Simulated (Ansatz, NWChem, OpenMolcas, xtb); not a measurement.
# Ligand exchange: CHFO + NaNH2 → CH3NO + NaF

Species: CHFO (formyl fluoride) `O=CF`, singlet; NaNH2 `[NH2][Na]`, singlet; CH3NO (formamide) `NC=O`, singlet; NaF, singlet. The partners trade F for NH2: C–F and Na–NH2 bonds give way to C–NH2 and Na–F.

Shapes, held fixed at every level: PBE0-D4/def2-TZVP. Flexible molecules stand in one conformer, not always the lowest. Programs: Ansatz 0.2.0, NWChem 7.3.0, OpenMolcas 26.06, xtb 6.7.1. A level may come from different programs for different species; with the same settings they agree closely. The zero-point and thermal change to 298 K, harmonic and unscaled (PBE0-D4/def2-TZVP), is +8.3 kJ/mol.

```tsv
level	kind	ΔH(298 K) (kJ/mol)	less CCSD(T)/def2-TZVPP
GFN0-xTB	semi-empirical	-211.5	-47.0
HF/def2-SVP	Hartree–Fock	-188.4	-23.9
PBE-D4/def2-TZVPP	GGA	-172.8	-8.3
B3LYP/6-31G* (Cartesian functions)	global hybrid	-158.0	+6.5
r2SCAN0-D4/def2-TZVPP	global hybrid	-180.7	-16.2
wB97X-V/def2-TZVPP	range-separated hybrid	-176.1	-11.6
B2PLYP/def2-TZVPP	double hybrid	-173.9	-9.4
CCSD(T)/def2-SVP	coupled cluster or CI	-172.5	-8.0
CCSD(T)/def2-TZVPP	coupled cluster or CI	-164.5	0.0
```

The highest level, CCSD(T)/def2-TZVPP, gives ΔH(298 K) = -164.5 kJ/mol; the levels span -211.5 to -158.0. The column of differences is taken from that level and isn't an error. No measured value is set beside it here. Correlated rows may include outer-core shells of Na, which these sets cover unevenly.

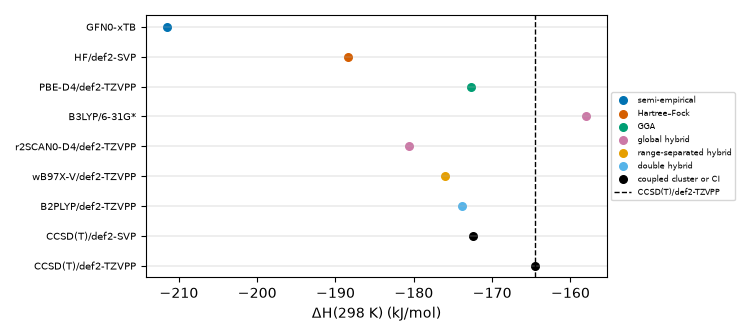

The values of the table, level by level.
